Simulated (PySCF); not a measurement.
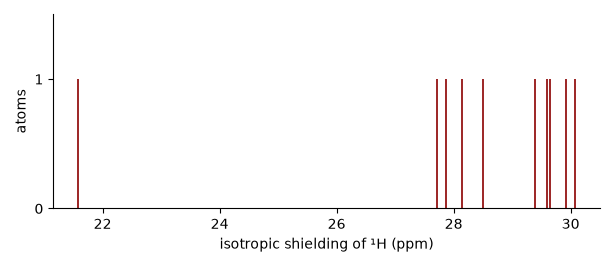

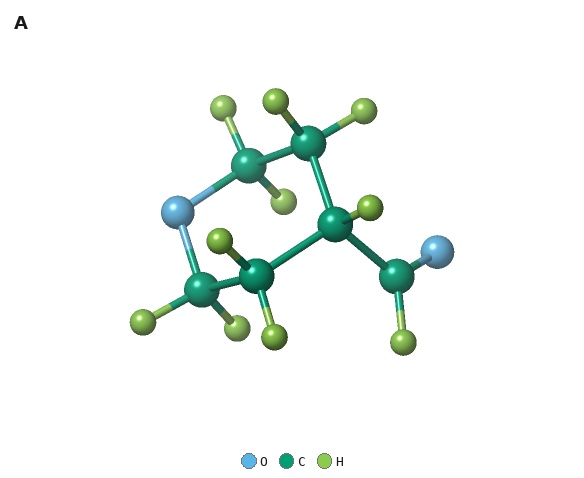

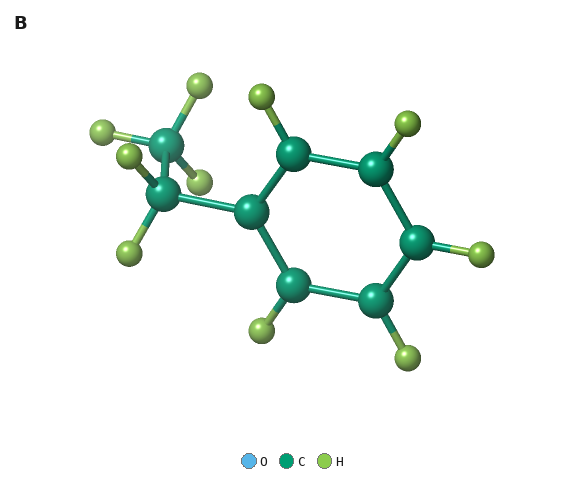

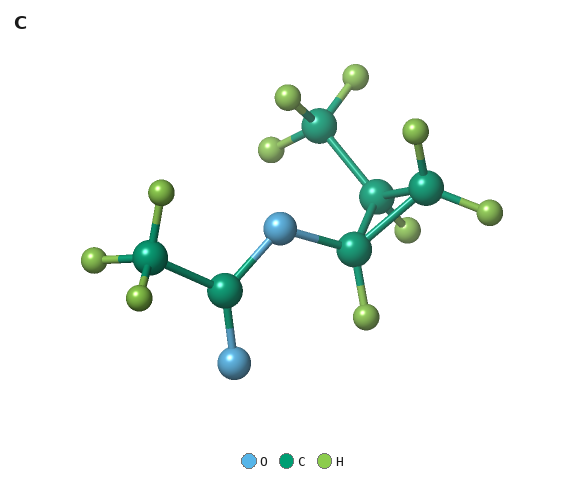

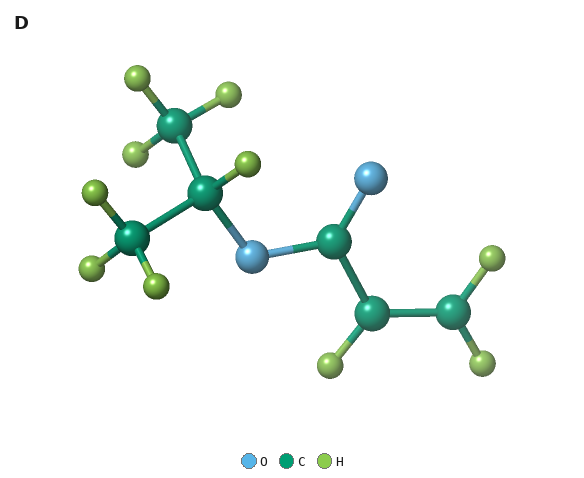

The sticks are computed shieldings of one of the molecules, for one fixed geometry (GFN2-xTB) without averaging over rotations. Low shielding means a high chemical shift. Method: GIAO PBE0/pcSseg-1 NMR shielding, non-relativistic, gas phase (PySCF 2.14.0).

**Match the spectrum to a structure.**

A, `O=CC1CCOCC1`. Its 10 H atoms give lines at 21.58, 27.71, 27.86, 28.14, 28.50, 29.38, 29.59, 29.65, 29.92, 30.07 ppm.
